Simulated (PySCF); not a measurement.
**Atomic calculation, with input and output: Mo**

System: Mo, configuration 1s2 2s2 2p6 3s2 3p6 3d10 4s2 4p6 4d5 5p1, multiplicity 7.
Method: unrestricted wB97X-V, aug-cc-pwCVTZ-PP with ECP28, scalar-relativistic core potential (PySCF).

## Results in brief

```
                                                quantity                      value
                                                 outcome                  converged
total energy (valence electrons, under a core potential)         −67.703172 hartree
                                                    ⟨S²⟩                     12.000
                                                    ⟨L²⟩                       3.21
                                          SCF iterations                         15
                                                hardware  1 CPU thread, shared host
                                                CPU time     12 s (integrals apart)
```

## Remarks

This is not the ground configuration of the species. ⟨L²⟩ departs from that of the intended term, so the determinant mixes terms.

## Input file
```python
from pyscf import gto, scf, dft, mp, cc
mol = gto.M(atom="Mo 0 0 0", charge=0, spin=6, symmetry="D2h",
            basis="aug-cc-pwCVTZ-PP",
            ecp="aug-cc-pwCVTZ-PP")
mf = dft.UKS(mol, xc="WB97X_V")
mf.irrep_nelec = {'Ag': (3, 1), 'B1g': (1, 0), 'B2g': (1, 0), 'B3g': (1, 0), 'B1u': (1, 1), 'B2u': (2, 1), 'B3u': (1, 1)}
mf.kernel()
```

The script is an equivalent of what the driver set up; the driver started from orbitals of its own, so the log can be shorter than this script's would be, and it computed the properties (radii, ⟨L²⟩, response) afterwards. It held the occupations shell by shell, which the script's counts by irreducible representation don't always enforce.

## Output (extracts)
```
damping factor = 0
level_shift factor = 0
DIIS = <class 'pyscf.scf.diis.CDIIS'>
diis_start_cycle = 1
diis_space = 10
diis_damp = 0
SCF conv_tol = 1e-09
SCF conv_tol_grad = None
number electrons alpha = 10  beta = 4
XC functionals = WB97X_V
    N. Mardirossian and M. Head-Gordon.,  Phys. Chem. Chem. Phys. 16, 9904-9924 (2014)
NLC functional = WB97X_V
cycle= 1 E= -67.7004275557261  delta_E= -0.00361  |g|= 0.0156  |ddm|= 0.171
cycle= 2 E= -67.7009752527473  delta_E= -0.000548  |g|= 0.00749  |ddm|= 0.057
cycle= 3 E= -67.701284343001  delta_E= -0.000309  |g|= 0.00487  |ddm|= 0.0451
cycle= 4 E= -67.7014376534762  delta_E= -0.000153  |g|= 0.00435  |ddm|= 0.03
cycle= 5 E= -67.7016727956896  delta_E= -0.000235  |g|= 0.00393  |ddm|= 0.0462
cycle= 6 E= -67.7021197637805  delta_E= -0.000447  |g|= 0.00353  |ddm|= 0.0796
cycle= 7 E= -67.7029026183487  delta_E= -0.000783  |g|= 0.00615  |ddm|= 0.197
cycle= 8 E= -67.7029450196766  delta_E= -4.24e-05  |g|= 0.00981  |ddm|= 0.0275
cycle= 9 E= -67.7031274411288  delta_E= -0.000182  |g|= 0.00968  |ddm|= 0.17
cycle= 10 E= -67.7031500260905  delta_E= -2.26e-05  |g|= 0.00698  |ddm|= 0.014
cycle= 11 E= -67.7031710030385  delta_E= -2.1e-05  |g|= 0.00158  |ddm|= 0.00777
cycle= 12 E= -67.7031721581314  delta_E= -1.16e-06  |g|= 0.000113  |ddm|= 0.00235
cycle= 13 E= -67.7031721612216  delta_E= -3.09e-09  |g|= 6.4e-05  |ddm|= 0.000568
cycle= 14 E= -67.7031721638823  delta_E= -2.66e-09  |g|= 1.08e-05  |ddm|= 0.00041
cycle= 15 E= -67.7031721639702  delta_E= -8.78e-11  |g|= 3.38e-07  |ddm|= 6.65e-05
converged SCF energy = -67.7031721639702  <S^2> = 12.000392  2S+1 = 7.0001119
```

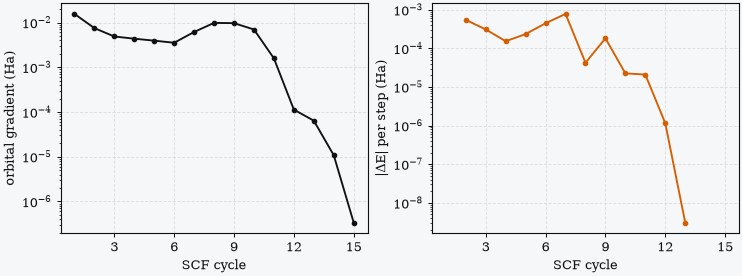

*Convergence: orbital gradient and change of the energy from step to step (the smallest changes aren't drawn) against the SCF cycle.*

The residual comes down with one gentle hump, around step 8. It goes from 0.016 to 3.4×10⁻⁷ in 15 steps.

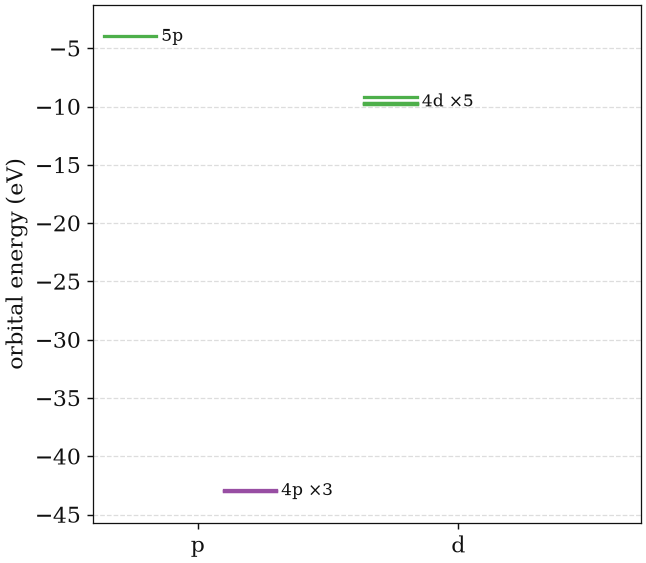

*Orbital energies of the mean field, from the top down to −43.0 eV, by angular momentum, α spin at the left of each column and β at the right; ×n counts the orbitals under one label.*

The highest filled orbital is 5p α at −3.99 eV, the lowest empty one s α at −2.35 eV.
